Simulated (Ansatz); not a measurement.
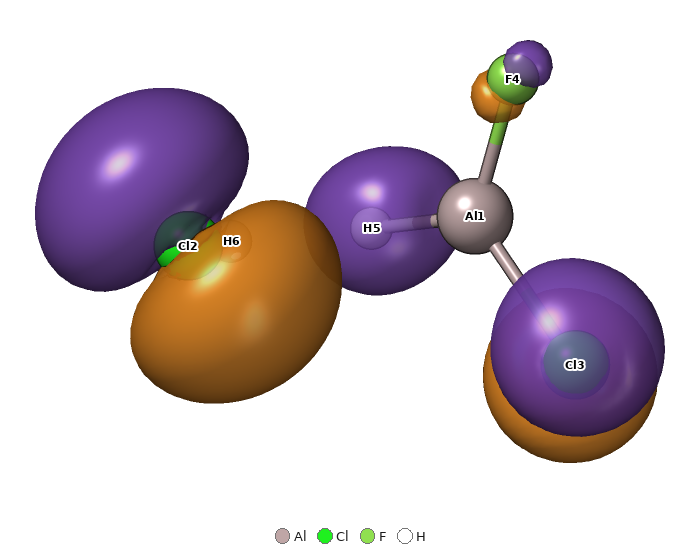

Figure 1: AlClFH···HCl. The HOMO−1 at ±0.08 Å⁻³ᐟ² (orange and purple are the two phases), seen across its widest extent.

Not at a stationary point (largest force 1.0 eV/Å).

All numbers below come from RKS PBE-D4/def2-SVP (Ansatz).

Input

```
crystal:
  periodic: [false, false, false]
  atoms:
    - { symbol: Al, position_ang: [0.0, 0.0, 0.0] }
    - { symbol: Cl, position_ang: [0.0, 0.0, 2.58] }
    - { symbol: Cl, position_ang: [1.9312, 0.0, -1.115] }
    - { symbol: F, position_ang: [-1.4635, 0.0, -0.845] }
    - { symbol: H, position_ang: [0.3912, -1.7212, 0.5865] }
    - { symbol: H, position_ang: [0.3333, -1.4663, 1.5585] }
basis:
  gaussian: { orbitals: def2-SVP }
hamiltonian:
  xc: pbe
  dispersion: d4
relax:
  f_tol: 0.15
  max_steps: 25
  restrain:
    - { distance: [0, 4], at: 1.56, k: 30.0 }
    - { distance: [5, 1], at: 1.37, k: 30.0 }
    - { distance: [0, 1], at: 3.43, k: 30.0 }
    - { distance: [5, 4], at: 1.86, k: 30.0 }
output:
  orbitals: {}
```

Launched as:

```sh
ansatz run input.yaml --threads 1 --pin off --max-ram 2048MiB --backend cpu --events-out ev --progress --plain --runs-dir out
```

The fields are those of the run's last geometry, not of the input's.

**What is the character of this orbital?**

It lies mainly on Cl2 (about 75 %) and Cl3 (about 15 %); largely a lone pair of Cl2. Its energy is −7.97 eV.
